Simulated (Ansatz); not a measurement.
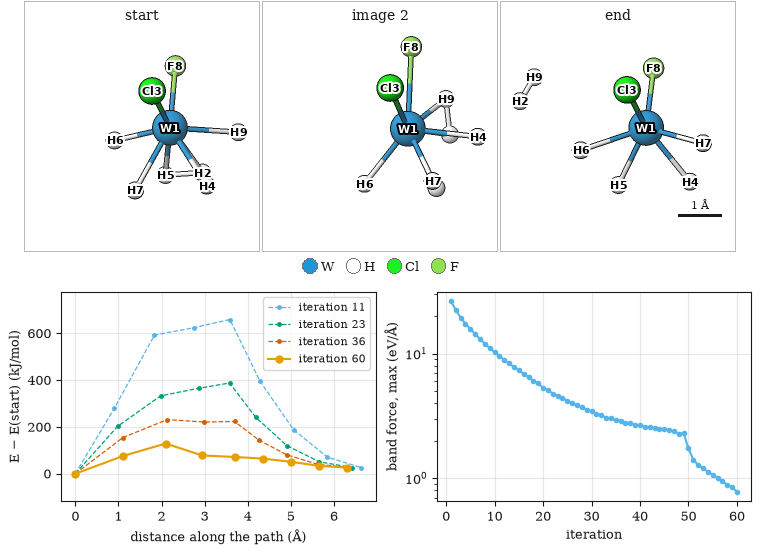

A nudged-elastic-band calculation for WH6ClF. Images are numbered from 0 (start) to 8 (end). The plot follows the band through its iterations. Style: ball-and-stick. Shown from a free direction.

These are results of Ansatz 0.2.0, RKS PBE-D4/def2-SVP, not measurements. Settings: 7 movable images; climbing image; force threshold 0.05 eV/Å; iteration limit 60; optimiser L-BFGS; largest step 0.02 Å; starting path through a guess of the saddle point.

Question: Did the band converge, and can the barrier be trusted?

Answer: The result isn't final. The band hadn't converged when the run stopped after 60 iterations. The largest component of the band force went from 26 to 0.78 eV/Å. The barrier read from it is provisional: over the last two iterations the highest image moved from 134.2 kJ/mol to 129.0 kJ/mol. The step length is far from the usual. The first iteration put the highest image at 1145.8 kJ/mol. Forward barrier 129.0 kJ/mol, backward barrier 102.7 kJ/mol, with image 2 at the top; the reaction energy is +26.3 kJ/mol.

The run took 11 min on 2 threads of AMD EPYC 7R32 (Zen 2), with other jobs on the host, peak memory 0.21 GiB.
